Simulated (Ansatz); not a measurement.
# TiH2Cl2OF2: nudged elastic band

TiH2Cl2OF2, computed with RKS PBE-D4/def2-SVP (Ansatz 0.2.0).

It belongs to a series of runs on one base structure; here: band between the two ends.

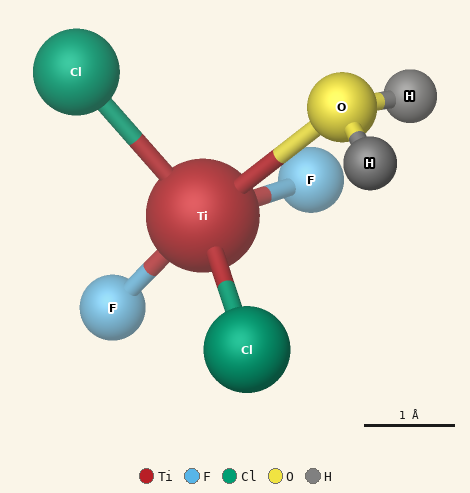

*The starting structure (ball-and-stick view, seen at a tilt). Sticks mark near contacts.*

Bond lengths as drawn: Cl–Ti 2.20 to 2.25 Å, F–Ti 1.74 to 1.76 Å, H–O 0.98 Å and O–Ti 2.31 Å.

Key numbers:

```json
{"quantity": "outcome", "value": "converged"}
{"quantity": "barrier, forward", "value": "0.775 eV"}
{"quantity": "barrier, backward", "value": "0.099 eV"}
{"quantity": "hardware", "value": "4 threads of Arm Neoverse V1, 24 GiB of memory available, shared host"}
{"quantity": "wall time", "value": "4.6 min (CPU time 17 min)"}
{"quantity": "peak memory", "value": "0.2 GiB"}
```

Remarks:

The order of the saddle point was not checked.

Input file:
```yaml
crystal:
  periodic: [false, false, false]
  atoms:
    - { symbol: Ti, position_ang: [-0.053209, 0.062784, 0.007024] }
    - { symbol: F, position_ang: [0.246292, 0.088336, 1.742935] }
    - { symbol: F, position_ang: [1.597472, -0.076023, -0.52554] }
    - { symbol: Cl, position_ang: [-0.627394, 1.980447, -0.898879] }
    - { symbol: Cl, position_ang: [-0.84117, -1.808436, -0.953621] }
    - { symbol: O, position_ang: [-2.193196, 0.030481, 0.887001] }
    - { symbol: H, position_ang: [-2.576896, -0.809421, 0.558733] }
    - { symbol: H, position_ang: [-2.074999, -0.097867, 1.849549] }
basis:
  gaussian: { orbitals: def2-SVP }
hamiltonian:
  xc: pbe
  dispersion: d4
neb:
  order_check: false
  images: 9
  f_tol: 0.05
  max_iterations: 60
  final_atoms:
    - { symbol: Ti, position_ang: [-0.43167919, -0.10107379, -0.20896301] }
    - { symbol: F, position_ang: [-0.3071741, 0.90449942, 1.95493618] }
    - { symbol: F, position_ang: [1.16818228, -0.63568113, 0.22425128] }
    - { symbol: Cl, position_ang: [-0.52390939, 1.94918843, -0.99051818] }
    - { symbol: Cl, position_ang: [-0.94598605, -1.35777956, -1.93635978] }
    - { symbol: O, position_ang: [-1.79910493, -0.60721625, 0.91280197] }
    - { symbol: H, position_ang: [-2.57098857, -1.15493918, 0.68305067] }
    - { symbol: H, position_ang: [-1.11244004, 0.37330306, 2.02800286] }
  initial_path:
    images:
      - { positions_ang: [[-0.053209, 0.062784, 0.007024], [0.246292, 0.088336, 1.742935], [1.597472, -0.076023, -0.52554], [-0.627394, 1.980447, -0.898879], [-0.84117, -1.808436, -0.953621], [-2.193196, 0.030481, 0.887001], [-2.576896, -0.809421, 0.558733], [-2.074999, -0.097867, 1.849549]] }
      - { positions_ang: [[-0.04107944, 0.04875222, 0.00902973], [0.18921495, 0.07183978, 1.83365116], [1.62712054, -0.065297, -0.53149073], [-0.71767581, 1.97015378, -0.88056067], [-0.89386996, -1.83448174, -0.91976924], [-2.17729192, 0.02652324, 0.84396661], [-2.59166758, -0.77131161, 0.46551503], [-1.91785078, -0.07587767, 1.84686011]] }
      - { positions_ang: [[-0.02894987, 0.03472044, 0.01103546], [0.1321379, 0.05534355, 1.92436733], [1.65676908, -0.05457101, -0.53744147], [-0.80795761, 1.95986055, -0.86224234], [-0.94656992, -1.86052747, -0.88591748], [-2.16138783, 0.02256548, 0.80093223], [-2.60643916, -0.73320221, 0.37229707], [-1.76070257, -0.05388834, 1.84417122]] }
      - { positions_ang: [[-0.01682031, 0.02068865, 0.01304119], [0.07506084, 0.03884733, 2.01508349], [1.68641761, -0.04384501, -0.5433922], [-0.89823942, 1.94956733, -0.84392401], [-0.99926988, -1.88657321, -0.85206573], [-2.14548375, 0.01860773, 0.75789784], [-2.62121074, -0.69509282, 0.2790791], [-1.60355435, -0.031899, 1.84148232]] }
      - { positions_ang: [[-0.00469075, 0.00665687, 0.01504691], [0.01798379, 0.02235111, 2.10579966], [1.71606615, -0.03311901, -0.54934294], [-0.98852123, 1.9392741, -0.82560569], [-1.05196984, -1.91261894, -0.81821397], [-2.12957967, 0.01464997, 0.71486346], [-2.63598232, -0.65698343, 0.18586114], [-1.44640614, -0.00990967, 1.83879343]] }
      - { positions_ang: [[0.00743882, -0.00737491, 0.01705264], [-0.03909326, 0.00585488, 2.19651582], [1.74571469, -0.02239301, -0.55529367], [-1.07880303, 1.92898088, -0.80728736], [-1.1046698, -1.93866468, -0.78436221], [-2.11367558, 0.01069221, 0.67182907], [-2.6507539, -0.61887403, 0.09264317], [-1.28925792, 0.01207966, 1.83610454]] }
      - { positions_ang: [[-0.08038478, -0.02611468, -0.02815049], [-0.09270943, 0.18558379, 2.14819989], [1.63020821, -0.14505064, -0.39938468], [-0.96782431, 1.93302239, -0.84393352], [-1.07293305, -1.82248766, -1.01476172], [-2.05076145, -0.11288948, 0.72002365], [-2.63480084, -0.72608706, 0.21072467], [-1.25389435, 0.08432434, 1.8744842]] }
      - { positions_ang: [[-0.16820839, -0.04485446, -0.07335362], [-0.1463256, 0.3653127, 2.09988396], [1.51470172, -0.26770826, -0.24347569], [-0.85684558, 1.9370639, -0.88057969], [-1.0411963, -1.70631063, -1.24516124], [-1.98784732, -0.23647117, 0.76821823], [-2.61884777, -0.83330009, 0.32880617], [-1.21853077, 0.15656902, 1.91286387]] }
      - { positions_ang: [[-0.25603199, -0.06359424, -0.11855675], [-0.19994177, 0.54504161, 2.05156804], [1.39919524, -0.39036588, -0.0875667], [-0.74586685, 1.94110541, -0.91722585], [-1.00945955, -1.59013361, -1.47556075], [-1.92493319, -0.36005286, 0.81641281], [-2.6028947, -0.94051312, 0.44688767], [-1.18316719, 0.2288137, 1.95124353]] }
      - { positions_ang: [[-0.34385559, -0.08233401, -0.16375988], [-0.25355793, 0.72477051, 2.00325211], [1.28368876, -0.51302351, 0.06834229], [-0.63488812, 1.94514692, -0.95387202], [-0.9777228, -1.47395659, -1.70596026], [-1.86201906, -0.48363455, 0.86460739], [-2.58694164, -1.04772615, 0.56496917], [-1.14780361, 0.30105838, 1.9896232]] }
      - { positions_ang: [[-0.43167919, -0.10107379, -0.20896301], [-0.3071741, 0.90449942, 1.95493618], [1.16818228, -0.63568113, 0.22425128], [-0.52390939, 1.94918843, -0.99051818], [-0.94598605, -1.35777956, -1.93635978], [-1.79910493, -0.60721625, 0.91280197], [-2.57098857, -1.15493918, 0.68305067], [-1.11244004, 0.37330306, 2.02800286]] }
```

Launched with:
```bash
ansatz run input.yaml --threads 4 --pin off --max-ram 5120MiB --backend cpu --events-out ev --progress --plain --runs-dir out
```

Log:
```
Engine: ansatz 0.2.0, aarch64-unknown-linux-gnu
Functional definition: PBE
  parameter kappa = 0.804
  parameter beta = 0.06672455060314922
  exchange = pbe_x(kappa = kappa, mu = beta*pi^2/3)
  correlation = pbe_c(beta = beta)
1325 factors; their error is unknown
mean field evaluation 1: about -55634.8086 eV, gradient 6.8e1 eV
mean field evaluation 2: about -55337.3988 eV, gradient 4.2e2 eV
mean field evaluation 4: about -55628.5450 eV, gradient 8.6e1 eV
mean field evaluation 8: about -55642.3362 eV, gradient 1.7e0 eV
mean field evaluation 16: about -55642.2861 eV, gradient 4.0e-4 eV
mean field -55642.28610146 eV, -2044.8162985325 hartree, gradient 2.0e-5 eV, S^2 0.000000; 0 other end points of the search recorded, 0 dependent functions left out
the calculation of the forces begins
reference -55642.28620462 eV, -2044.8163023235 hartree; 42, 42 occupied and 77, 77 virtual orbitals, 1325 factors
1325 factors; their error is unknown
mean field evaluation 32: about -55641.6106 eV, gradient 1.4e-5 eV
mean field -55641.61060063 eV, -2044.7914743351 hartree, gradient 1.4e-5 eV, S^2 0.000000; 0 other end points of the search recorded, 0 dependent functions left out
[... from here on the field's lines of each further geometry are left out, up to the last ...]
NEB iter   1: max|band force component| = 3.710e0 eV/Å  barrier→ = 3.5686 eV  barrier← = 2.8922 eV  Δτ_max = 0.2000 Å  (472 SCF iters)
NEB iter   2: max|band force component| = 2.039e0 eV/Å  barrier→ = 1.7512 eV  barrier← = 1.0748 eV  Δτ_max = 0.2000 Å  (342 SCF iters)
NEB iter   3: max|band force component| = 2.179e0 eV/Å  barrier→ = 1.1916 eV  barrier← = 0.5151 eV  Δτ_max = 0.1007 Å  (337 SCF iters)
NEB iter   4: max|band force component| = 1.232e0 eV/Å  barrier→ = 0.8904 eV  barrier← = 0.2139 eV  Δτ_max = 0.0997 Å  (300 SCF iters)
NEB iter   5: max|band force component| = 9.958e-1 eV/Å  barrier→ = 0.8498 eV  barrier← = 0.1733 eV  Δτ_max = 0.0993 Å  (303 SCF iters)
NEB iter   6: max|band force component| = 8.940e-1 eV/Å  barrier→ = 0.8358 eV  barrier← = 0.1594 eV  Δτ_max = 0.0998 Å  (301 SCF iters)
NEB iter   7: max|band force component| = 7.484e-1 eV/Å  barrier→ = 0.8242 eV  barrier← = 0.1478 eV  Δτ_max = 0.0996 Å  (307 SCF iters)
NEB iter   8: max|band force component| = 6.775e-1 eV/Å  barrier→ = 0.7922 eV  barrier← = 0.1158 eV  Δτ_max = 0.1002 Å  (310 SCF iters)
NEB iter   9: max|band force component| = 6.583e-1 eV/Å  barrier→ = 0.7913 eV  barrier← = 0.1149 eV  Δτ_max = 0.0988 Å  (310 SCF iters)
NEB iter  10: max|band force component| = 3.900e-1 eV/Å  barrier→ = 0.7807 eV  barrier← = 0.1042 eV  CI = image 8  Δτ_max = 0.0992 Å  (302 SCF iters)
NEB iter  11: max|band force component| = 4.100e-1 eV/Å  barrier→ = 0.7985 eV  barrier← = 0.1221 eV  CI = image 8  Δτ_max = 0.0987 Å  (308 SCF iters)
NEB iter  12: max|band force component| = 1.833e-1 eV/Å  barrier→ = 0.7881 eV  barrier← = 0.1117 eV  CI = image 8  Δτ_max = 0.1164 Å  (302 SCF iters)
NEB iter  13: max|band force component| = 1.657e-1 eV/Å  barrier→ = 0.7797 eV  barrier← = 0.1033 eV  CI = image 8  Δτ_max = 0.0460 Å  (308 SCF iters)
NEB iter  14: max|band force component| = 2.378e-1 eV/Å  barrier→ = 0.7763 eV  barrier← = 0.0999 eV  CI = image 8  Δτ_max = 0.0196 Å  (289 SCF iters)
NEB iter  15: max|band force component| = 7.243e-2 eV/Å  barrier→ = 0.7756 eV  barrier← = 0.0992 eV  CI = image 8  Δτ_max = 0.0230 Å  (281 SCF iters)
the calculation of the forces begins
reference -55641.57884005 eV, -2044.7903071549 hartree; 42, 42 occupied and 77, 77 virtual orbitals, 1325 factors
1325 factors; their error is unknown
mean field evaluation 1344: about -55633.8262 eV, gradient 6.8e1 eV
mean field -55641.51598056 eV, -2044.7879971113 hartree, gradient 2.3e-5 eV, S^2 0.000000; 1 other end points of the search recorded, 0 dependent functions left out
the calculation of the forces begins
reference -55641.51608704 eV, -2044.7880010245 hartree; 42, 42 occupied and 77, 77 virtual orbitals, 1325 factors
NEB iter  16: max|band force component| = 3.694e-2 eV/Å  barrier→ = 0.7753 eV  barrier← = 0.0989 eV  CI = image 8  Δτ_max = 0.0000 Å  (555 SCF iters)
```

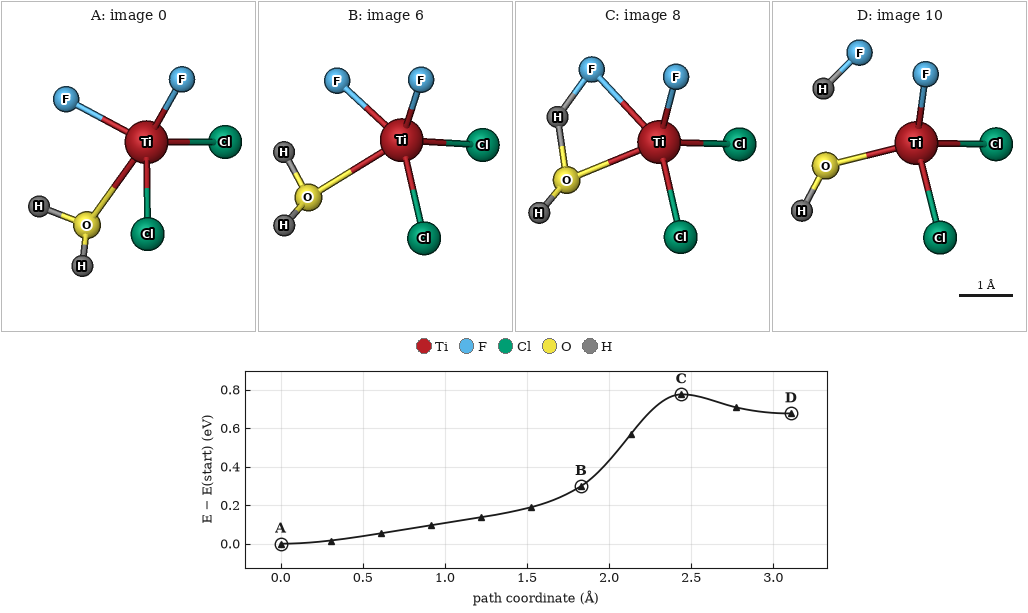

*Images of the last band (counted from 0; ball-and-stick, seen at a tilt) above the energy along the path; the line is a cubic interpolation that uses the forces.*

The highest image is number 8, 0.775 eV above the start and 0.099 eV above the end (the climbing image); the end lies 0.676 eV above the start. The path is 3.11 Å long. The band converged in 16 iterations.

```
Total energy: -55641.74226352 eV, -2044.7963128567 hartree
Atom 0 at    -0.371981     0.038879    -0.133872 Å, force     0.000573     0.006310     0.013334 eV/Å
Atom 1 at    -0.323706     0.744585     1.851587 Å, force    -0.001672     0.002899    -0.009996 eV/Å
Atom 2 at     1.245657    -0.544904     0.114156 Å, force    -0.000034    -0.000259    -0.002185 eV/Å
Atom 3 at    -0.389975     2.004324    -1.083849 Å, force     0.000552     0.001700     0.000405 eV/Å
Atom 4 at    -1.037675    -1.347389    -1.720467 Å, force    -0.000166    -0.000533    -0.000686 eV/Å
Atom 5 at    -1.947854    -0.417928     0.929752 Å, force     0.022846    -0.003297    -0.012716 eV/Å
Atom 6 at    -2.429390    -1.262784     0.883648 Å, force    -0.009881     0.008783     0.016493 eV/Å
Atom 7 at    -1.268177     0.155518     1.826249 Å, force    -0.012219    -0.015603    -0.004649 eV/Å
Dipole moment:    -0.405244    -0.319568     0.251898 e Å
this run last wrote the band of iteration 16 to [file]
```

The last band as extended XYZ (Å, eV, eV/Å):
```
8
Properties=species:S:1:pos:R:3:forces:R:3 image=0 energy=-55642.51750
Ti   -0.0532    0.0628    0.0070   -0.0018   0.0040  -0.0101
F     0.2463    0.0883    1.7429   -0.0056   0.0014   0.0214
F     1.5975   -0.0760   -0.5255    0.0126  -0.0004  -0.0102
Cl   -0.6274    1.9804   -0.8989    0.0004  -0.0015  -0.0037
Cl   -0.8412   -1.8084   -0.9536   -0.0051   0.0013  -0.0023
O    -2.1932    0.0305    0.8870   -0.0020  -0.0252   0.0082
H    -2.5769   -0.8094    0.5587    0.0047   0.0142  -0.0006
H    -2.0750   -0.0979    1.8495   -0.0032   0.0062  -0.0027
8
Properties=species:S:1:pos:R:3:forces:R:3 image=1 energy=-55642.50113
Ti   -0.0788    0.0888    0.0069    0.0055  -0.0090  -0.0022
F     0.2019    0.2354    1.7460    0.0162  -0.0481   0.0054
F     1.5801   -0.1701   -0.4501    0.0098   0.0295  -0.0258
Cl   -0.5577    1.9917   -0.9660   -0.0248  -0.0048   0.0201
Cl   -0.9139   -1.7175   -1.0595    0.0231  -0.0295   0.0337
O    -2.1782   -0.0349    0.9123   -0.0089   0.0228  -0.0099
H    -2.5312   -0.8947    0.6004   -0.0107   0.0258  -0.0120
H    -2.0454   -0.1283    1.8771   -0.0102   0.0134  -0.0094
8
Properties=species:S:1:pos:R:3:forces:R:3 image=2 energy=-55642.46383
Ti   -0.1070    0.1144    0.0034    0.0079  -0.0099  -0.0004
F     0.1577    0.3923    1.7346    0.0268  -0.0616   0.0110
F     1.5506   -0.2592   -0.3699    0.0174   0.0378  -0.0380
Cl   -0.4862    1.9987   -1.0375   -0.0351  -0.0055   0.0256
Cl   -0.9782   -1.6322   -1.1543    0.0289  -0.0430   0.0462
O    -2.1514   -0.1059    0.9403   -0.0135   0.0343  -0.0121
H    -2.4974   -0.9741    0.6436   -0.0137   0.0357  -0.0202
H    -2.0112   -0.1638    1.9070   -0.0186   0.0121  -0.0121
8
Properties=species:S:1:pos:R:3:forces:R:3 image=3 energy=-55642.42186
Ti   -0.1368    0.1372   -0.0056    0.0104  -0.0078   0.0024
F     0.1047    0.5456    1.7094    0.0337  -0.0510   0.0133
F     1.5119   -0.3405   -0.2864    0.0211   0.0355  -0.0410
Cl   -0.4172    2.0002   -1.1102   -0.0335  -0.0046   0.0202
Cl   -1.0379   -1.5491   -1.2441    0.0233  -0.0437   0.0488
O    -2.1161   -0.1804    0.9675   -0.0124   0.0364  -0.0149
H    -2.4644   -1.0575    0.7020   -0.0137   0.0381  -0.0278
H    -1.9674   -0.1851    1.9347   -0.0290  -0.0029  -0.0010
8
Properties=species:S:1:pos:R:3:forces:R:3 image=4 energy=-55642.38079
Ti   -0.1687    0.1542   -0.0224    0.0117  -0.0053   0.0087
F     0.0322    0.6780    1.6750    0.0438  -0.0276   0.0089
F     1.4657   -0.4133   -0.1954    0.0262   0.0348  -0.0465
Cl   -0.3535    1.9994   -1.1758   -0.0199  -0.0042   0.0070
Cl   -1.0868   -1.4682   -1.3348    0.0114  -0.0391   0.0529
O    -2.0822   -0.2539    0.9868   -0.0029   0.0386  -0.0133
H    -2.4291   -1.1477    0.7877   -0.0139   0.0349  -0.0392
H    -1.9007   -0.1782    1.9461   -0.0564  -0.0321   0.0216
8
Properties=species:S:1:pos:R:3:forces:R:3 image=5 energy=-55642.32824
Ti   -0.2048    0.1566   -0.0459    0.0262   0.0106   0.0111
F    -0.0614    0.7581    1.6479    0.0685  -0.0048  -0.0082
F     1.4129   -0.4770   -0.0960    0.0466   0.0458  -0.0760
Cl   -0.3204    2.0019   -1.2084    0.0183   0.0003  -0.0186
Cl   -1.1053   -1.3987   -1.4356   -0.0091  -0.0286   0.0830
O    -2.0649   -0.3115    0.9864   -0.0017   0.0128   0.0139
H    -2.3920   -1.2296    0.9081   -0.0143   0.0228  -0.0673
H    -1.7871   -0.1296    1.9107   -0.1345  -0.0589   0.0621
8
Properties=species:S:1:pos:R:3:forces:R:3 image=6 energy=-55642.21850
Ti   -0.2464    0.1352   -0.0629    0.1086   0.0875   0.0553
F    -0.1584    0.7705    1.6642    0.1594   0.0041  -0.1328
F     1.3552   -0.5301    0.0135    0.1184   0.0406  -0.1299
Cl   -0.3402    2.0053   -1.1818    0.0745   0.0307  -0.0604
Cl   -1.0789   -1.3585   -1.5424   -0.0314   0.0147   0.1642
O    -2.0473   -0.3402    0.9668   -0.0808   0.0293   0.0059
H    -2.3826   -1.2566    0.9872    0.0225  -0.0046   0.0205
H    -1.6246   -0.0552    1.8224   -0.3711  -0.2024   0.0774
8
Properties=species:S:1:pos:R:3:forces:R:3 image=7 energy=-55641.94662
Ti   -0.3059    0.0930   -0.0879    0.2418   0.2268   0.1802
F    -0.2516    0.7579    1.7430    0.2605  -0.0152  -0.3703
F     1.2931   -0.5488    0.0873    0.1763  -0.0045  -0.1095
Cl   -0.3730    2.0032   -1.1302    0.0683   0.0600  -0.0787
Cl   -1.0509   -1.3484   -1.6415   -0.0348   0.0836   0.2349
O    -1.9899   -0.3709    0.9598   -0.1239   0.1459   0.0968
H    -2.4043   -1.2536    0.9599    0.0791   0.0156   0.2281
H    -1.4406    0.0378    1.7768   -0.6672  -0.5121  -0.1815
8
Properties=species:S:1:pos:R:3:forces:R:3 image=8 energy=-55641.74216
Ti   -0.3720    0.0389   -0.1339    0.0006   0.0063   0.0133
F    -0.3237    0.7446    1.8516   -0.0017   0.0029  -0.0100
F     1.2457   -0.5449    0.1142    0.0000  -0.0003  -0.0022
Cl   -0.3900    2.0043   -1.0838    0.0006   0.0017   0.0004
Cl   -1.0377   -1.3474   -1.7205   -0.0002  -0.0005  -0.0007
O    -1.9479   -0.4179    0.9298    0.0228  -0.0033  -0.0127
H    -2.4294   -1.2628    0.8836   -0.0099   0.0088   0.0165
H    -1.2682    0.1555    1.8262   -0.0122  -0.0156  -0.0046
8
Properties=species:S:1:pos:R:3:forces:R:3 image=9 energy=-55641.80927
Ti   -0.4253   -0.0274   -0.1812   -0.0379  -0.0401  -0.0328
F    -0.3283    0.8249    1.9237   -0.0267   0.0399   0.0499
F     1.1850   -0.5908    0.1682   -0.0396  -0.0279   0.0316
Cl   -0.4284    1.9904   -1.0364   -0.0301  -0.0113   0.0200
Cl   -1.0047   -1.3444   -1.8416    0.0120  -0.0102  -0.0738
O    -1.8817   -0.4994    0.9020    0.0587  -0.0398   0.0057
H    -2.4786   -1.2587    0.7885   -0.0280  -0.0004  -0.0580
H    -1.1611    0.2758    1.9441    0.0916   0.0899   0.0573
8
Properties=species:S:1:pos:R:3:forces:R:3 image=10 energy=-55641.84104
Ti   -0.4317   -0.1011   -0.2090    0.0090   0.0027   0.0021
F    -0.3072    0.9045    1.9549    0.0010  -0.0037   0.0025
F     1.1682   -0.6357    0.2243   -0.0007  -0.0013  -0.0028
Cl   -0.5239    1.9492   -0.9905   -0.0016  -0.0055  -0.0103
Cl   -0.9460   -1.3578   -1.9364    0.0017   0.0075  -0.0040
O    -1.7991   -0.6072    0.9128   -0.0219  -0.0062   0.0155
H    -2.5710   -1.1549    0.6831    0.0166   0.0072  -0.0014
H    -1.1124    0.3733    2.0280   -0.0040  -0.0007  -0.0014
```
